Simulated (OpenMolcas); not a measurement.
# AlNH3O (SMILES [NH2][Al][OH]): levels of theory compared

Wanted: a comparison of 6 runs (UHF/3-21G, UHF/def2-SVPD, UB3LYP/def2-SVPD, UM06-2X/def2-SVPD, USVWN5/def2-SVPD, UTPSS/def2-SVPD) of AlNH3O. 

The results are computed with OpenMolcas 26.06.

## 1. The system as given

The species is AlNH3O (6 atoms), meant as a doublet with charge 0. As SMILES, `[NH2][Al][OH]`. Geometry: relaxed at PBE0-D4/def2-TZVP. This is one conformer, not always the lowest.

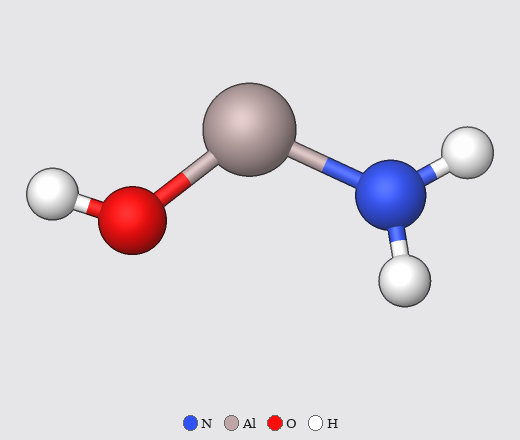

The structure, seen from a chosen angle (nitrogen blue, aluminium light grey, oxygen red, hydrogen white).

## 2. Energy and gradient at UHF/3-21G (run 1)

run.input reads:

```
&GATEWAY
  BasLib=$CurrDir
  Coord
  6
  angstrom
  N       -0.923900       0.240200      -0.760800
  Al       0.595200       0.601300       0.070700
  O        1.194100      -0.618500       1.101200
  H       -1.434300      -0.623600      -0.657200
  H       -1.394700       0.861600      -1.396800
  H        2.005700      -0.525100       1.596800
  Basis=3-21G
  Group=NoSym

&SEWARD

&SCF
  UHF
  Spin=2
  Thresholds=1e-10 1e-07 1e-07 1e-05
  PrOrbitals=0

&ALASKA
```

The basis set 3-21G is read from a file made from the Basis Set Exchange's data (not shown).

The run is started by

```sh
export MOLCAS_MEM=1860
pymolcas run.input > run.log
```

Output:

```text
--- Start Module: gateway ---
[...]
--- Stop Module: gateway /rc=_RC_ALL_IS_WELL_ ---
[...]
      Basis functions           37
[...]
--- Start Module: scf ---
[...]
       Convergence after  16 Iterations
[...]
::    Total SCF energy                               -370.9868144464
[...]
      Total spin, S                                     0.5017904374
[...]
      Total electronic charge=   31.000000
      Total            charge=   -0.000000
[...]
      Dipole Moment (debye):
      Origin of the operator (angstrom)=    0.3565    0.1567    0.1401
                   X=  4.9739E-01               Y=  1.4713E+00               Z= -4.2583E-01           Total=  1.6105E+00
      Quadrupole Moment (debye*angstrom):
[...]
--- Stop Module: scf /rc=_RC_ALL_IS_WELL_ ---
--- Start Module: alaska ---
[...]
 *              Molecular gradients               *
 **************************************************
  Irreducible representation: a
 ------------------------------------------------------------------------------------------
                              X                       Y                       Z
 ------------------------------------------------------------------------------------------
  N1                6.58731412298330E-03    3.15067087251007E-04    4.25308082247078E-03
  AL2               2.79846607563261E-03   -3.61351551806166E-04    2.06078458507708E-03
  O3               -1.66854987686849E-03   -4.79188596214897E-03    1.35401661076617E-03
  H4               -2.23547673861413E-03   -3.33396387324569E-03    2.21144948479246E-04
  H5               -1.30569474593778E-03    2.40727935827367E-03   -2.11729822784523E-03
  H6               -4.17605883717131E-03    5.76485494166845E-03   -5.77172873895315E-03
 ------------------------------------------------------------------------------------------
[...]
```

Run time: 2 s. Hardware: 1 thread of Arm Neoverse V2, shared host; peak memory 0.37 GiB.

## 3. Energy and forces at UHF/def2-SVPD (run 2)

run.input reads:

```
&gateway
  baslib
  $CurrDir
  coord
  6
  angstrom
  N       -0.923900       0.240200      -0.760800
  Al       0.595200       0.601300       0.070700
  O        1.194100      -0.618500       1.101200
  H       -1.434300      -0.623600      -0.657200
  H       -1.394700       0.861600      -1.396800
  H        2.005700      -0.525100       1.596800
  basis
  def2-SVPD
  group
  NoSym

&seward

&scf
  uhf
  spin
  2
  thresholds
  1e-10 1e-07 1e-07 1e-05
  prorbitals
  1 2

&alaska
```

The basis set def2-SVPD is read from a file made from the Basis Set Exchange's data (not shown).

The run is started by

```sh
export MOLCAS_MEM=1860
pymolcas run.input > run.log
```

Output:

```text
--- Start Module: gateway ---
[...]
--- Stop Module: gateway /rc=_RC_ALL_IS_WELL_ ---
[...]
      Basis functions           91
[...]
--- Start Module: scf ---
[...]
       Convergence after  18 Iterations
[...]
::    Total SCF energy                               -372.8761407837
[...]
      Total spin, S                                     0.5011728448
[...]
      Total electronic charge=   31.000000
      Total            charge=   -0.000000
[...]
      Dipole Moment (debye):
      Origin of the operator (angstrom)=    0.3565    0.1567    0.1401
                   X=  2.5226E-01               Y=  9.4393E-01               Z= -3.1798E-01           Total=  1.0275E+00
      Quadrupole Moment (debye*angstrom):
[...]
--- Stop Module: scf /rc=_RC_ALL_IS_WELL_ ---
[...]
--- Start Module: alaska ---
[...]
 *              Molecular gradients               *
 **************************************************
  Irreducible representation: a
 ------------------------------------------------------------------------------------------
                              X                       Y                       Z
 ------------------------------------------------------------------------------------------
  N1                8.44541877773175E-03    1.84590901527493E-03    4.70752929430818E-03
  AL2               3.71455594807557E-04   -3.06555570350220E-03    1.82984938971043E-03
  O3               -1.84518593804859E-02   -1.58616496154274E-03   -1.15447378902944E-02
  H4               -3.04350395468145E-03   -6.51745068482779E-03    1.32225489548832E-03
  H5               -2.35080799614007E-03    4.99310638573114E-03   -4.15110476245051E-03
  H6                1.50292969587724E-02    4.33015594880242E-03    7.83620907316829E-03
 ------------------------------------------------------------------------------------------
[...]
```

Run time: 9.6 s. Hardware: 1 thread of Arm Neoverse V2, shared host; peak memory 0.5 GiB.

## 4. Energy and gradient at UB3LYP/def2-SVPD (run 3)

mol.input reads:

```
&gateway
  baslib = $CurrDir
  coord
  6
  angstrom
  N       -0.923900       0.240200      -0.760800
  Al       0.595200       0.601300       0.070700
  O        1.194100      -0.618500       1.101200
  H       -1.434300      -0.623600      -0.657200
  H       -1.394700       0.861600      -1.396800
  H        2.005700      -0.525100       1.596800
  basis = def2-SVPD
  group = NoSym

&seward
  gridinput
  Grid=UltraFine
  End of Grid

&scf
  uhf
  spin = 2
  ksdft = B3LYP
  thresholds = 1e-10 1e-07 1e-07 1e-05
  prorbitals = 1 2

&alaska
```

The basis set def2-SVPD is read from a file made from the Basis Set Exchange's data (not shown).

The run is started by

```sh
export MOLCAS_MEM=1860
pymolcas mol.input > mol.log
```

Output:

```text
--- Start Module: gateway ---
[...]
--- Stop Module: gateway /rc=_RC_ALL_IS_WELL_ ---
[...]
      Basis functions           91
[...]
--- Start Module: scf ---
[...]
       Convergence after  16 Iterations
[...]
::    Total KS-DFT energy                            -374.1219893114
[...]
      Total spin, S                                     0.5006828629
[...]
      Total electronic charge=   31.000000
      Total            charge=   -0.000000
[...]
      Dipole Moment (debye):
      Origin of the operator (angstrom)=    0.3565    0.1567    0.1401
                   X=  1.6285E-01               Y=  8.2420E-01               Z= -3.1610E-01           Total=  8.9764E-01
      Quadrupole Moment (debye*angstrom):
[...]
--- Stop Module: scf /rc=_RC_ALL_IS_WELL_ ---
[...]
--- Start Module: alaska ---
[...]
 *              Molecular gradients               *
 **************************************************
  Irreducible representation: a
 ------------------------------------------------------------------------------------------
                              X                       Y                       Z
 ------------------------------------------------------------------------------------------
  N1                1.73568163504623E-03   -2.32293002777606E-06    1.16464389479354E-03
  AL2              -1.41829894146195E-03   -1.16316216719028E-02    5.04972123552383E-03
  O3               -2.37784162518473E-03    8.19487438859312E-03   -5.82054814488497E-03
  H4                3.23094950781311E-03    5.07857492295738E-03   -4.55266968859336E-04
  H5                2.88729254625331E-03   -3.33677349318329E-03    3.65561070199494E-03
  H6               -4.05778312244998E-03    1.69726878359472E-03   -3.59416071859853E-03
 ------------------------------------------------------------------------------------------
[...]
```

Run time: 43 s. Hardware: 1 thread of Arm Neoverse V2, shared host; peak memory 0.5 GiB.

Runs 4 to 5 aren't shown in full; the table further down has their settings and results.

## 5. A single-point energy at UTPSS/def2-SVPD (run 6)

test.inp reads:

```
&GATEWAY
  BasLib = $CurrDir
  Coord
  6
  angstrom
  N       -0.923900       0.240200      -0.760800
  Al       0.595200       0.601300       0.070700
  O        1.194100      -0.618500       1.101200
  H       -1.434300      -0.623600      -0.657200
  H       -1.394700       0.861600      -1.396800
  H        2.005700      -0.525100       1.596800
  Basis = def2-SVPD
  Group = NoSym

&SEWARD
  GridInput
  Grid=UltraFine
  End of Grid

&SCF
  UHF
  Spin = 2
  KSDFT = 2
  1.0 MGGA_X_TPSS
  1.0 MGGA_C_TPSS
  Thresholds = 1e-10 1e-07 1e-07 1e-05
  PrOrbitals = 1 2
```

The basis set def2-SVPD is read from a file made from the Basis Set Exchange's data (not shown).

The run is started by

```sh
export MOLCAS_MEM=1860
pymolcas test.inp > test.log
```

Output:

```text
--- Start Module: gateway ---
[...]
--- Stop Module: gateway /rc=_RC_ALL_IS_WELL_ ---
--- Start Module: seward ---
[...]
      Basis functions           91
--- Stop Module: seward /rc=_RC_ALL_IS_WELL_ ---
[...]
--- Start Module: scf ---
[...]
       Convergence after  15 Iterations
[...]
::    Total KS-DFT energy                            -374.1286011055
[...]
      Total spin, S                                     0.5009667339
[...]
      Total electronic charge=   31.000000
      Total            charge=   -0.000000
[...]
      Dipole Moment (debye):
      Origin of the operator (angstrom)=    0.3565    0.1567    0.1401
                   X=  4.6616E-02               Y=  5.8929E-01               Z= -2.7280E-01           Total=  6.5104E-01
      Quadrupole Moment (debye*angstrom):
[...]
--- Stop Module: scf /rc=_RC_ALL_IS_WELL_ ---
[...]
```

It took 56 s on 1 thread of Arm Neoverse V2, shared host; peak memory 0.5 GiB.

## 6. All runs side by side

```tsv
run	level	integration grid	task	energy (Eh)	dipole moment (D)	HOMO energy (eV)	LUMO energy (eV)	wall time
1	UHF/3-21G	–	gradient	-370.986814	1.61	-8.08	1.19	2 s
2	UHF/def2-SVPD	–	gradient	-372.876141	1.03	-8.45	0.62	9.6 s
3	UB3LYP/def2-SVPD	UltraFine	gradient	-374.121989	0.90	-5.52	-2.66	43 s
4	UM06-2X/def2-SVPD	UltraFine	energy	-374.029641	0.94	-6.54	-3.82	56 s
5	USVWN5/def2-SVPD	UltraFine	gradient	-372.053884	0.73	-4.71	-3.45	25 s
6	UTPSS/def2-SVPD	UltraFine	energy	-374.128601	0.65	-4.82	-3.42	56 s
```

## 7. Results

| quantity | value |
| --- | --- |
| run 6: total energy | -374.12860 Eh |
| run 6: dipole moment | 0.65 D |
| run 6: HOMO energy (highest over α and β) | -4.82 eV |
| run 6: LUMO energy (lowest over α and β) | -3.42 eV |
| run 6: ⟨S²⟩ | 0.752 |

What this shows: The dipole moment (its size) runs from 0.65 D (UTPSS/def2-SVPD) to 1.61 D (UHF/3-21G). The two ends differ in method and basis. Totals of different functionals can't be ranked against each other. All runs together took 3.2 min, the longest 56 s.
